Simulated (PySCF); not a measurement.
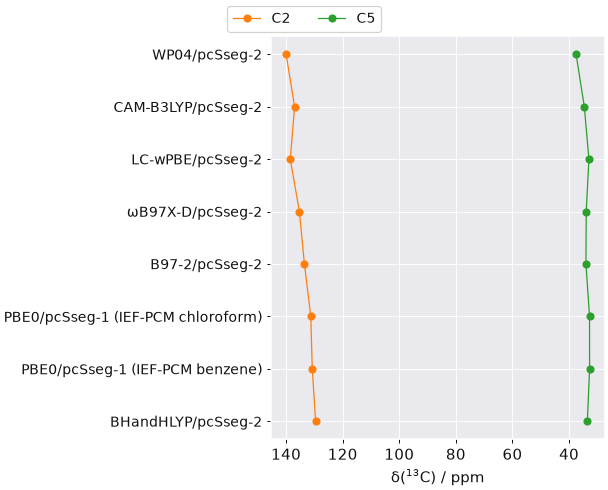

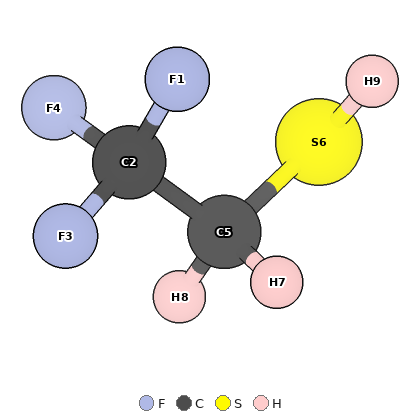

GIAO ¹³C shifts of C₂H₃F₃S (2,2,2-trifluoroethanethiol), SMILES FC(F)(F)CS at several levels, one geometry, PySCF, at a PBE0-D3(BJ)/def2-SVP geometry (no frequency check); values of one conformer, averaged over nuclei that symmetry or rotation about single bonds exchange, these motions taken as fast; each against TMS at the same level.

> Which of the plotted signals depends most on the level, and by how much?

That of C2: from 129.6 ppm (BHandHLYP/pcSseg-2) to 140.0 ppm (WP04/pcSseg-2), a spread of 10.4 ppm. The steadiest, C5, moves by 4.8 ppm.

> Do all levels give the signals in the same order?

Yes, the order of the signals is the same at every level.
